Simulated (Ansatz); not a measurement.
```
atom    x (Å)    y (Å)    z (Å)
   C  -0.3118  -1.9196   0.3358
   C   0.3384  -0.5942   0.1632
   C  -0.2844   0.5197  -0.1737
   F  -1.6049   0.5644  -0.4103
   C   0.3270   1.8701  -0.3628
   F  -0.1367   2.7284   0.5825
   F   1.6700   1.8064  -0.2385
   H   0.1335  -2.6576  -0.3375
   H  -0.1621  -2.2891   1.3543
   H  -1.3824  -1.8734   0.1402
   H   1.4069  -0.5086   0.3227
   H   0.0835   2.2982  -1.3419
```

Geometry: PBE0-D4/def2-TZVP.

Computed with RKS PBE0-D4/def2-TZVPP (Ansatz).

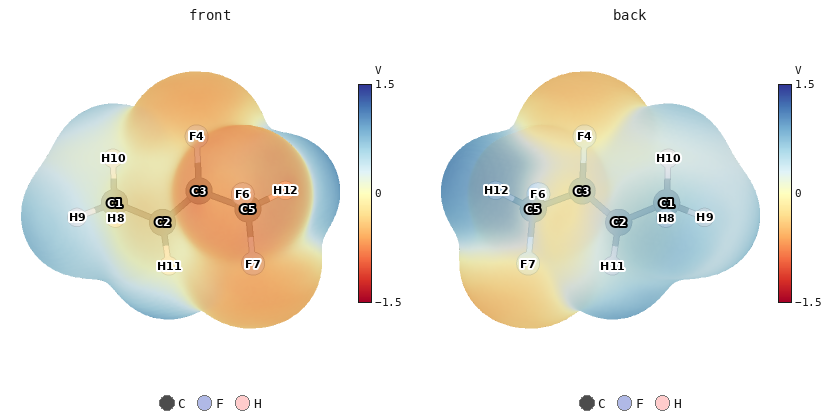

C4H5F3 (SMILES CC=C(F)C(F)F). The molecular electrostatic potential painted on the density surface at 0.001 e/bohr³, seen from the front and from behind; the colour scale runs from red (negative) to blue (positive).

**Describe the electrostatic potential map.**

The most negative region (about −0.7 V) lies over F6, the most positive (about +1.0 V) over H12.
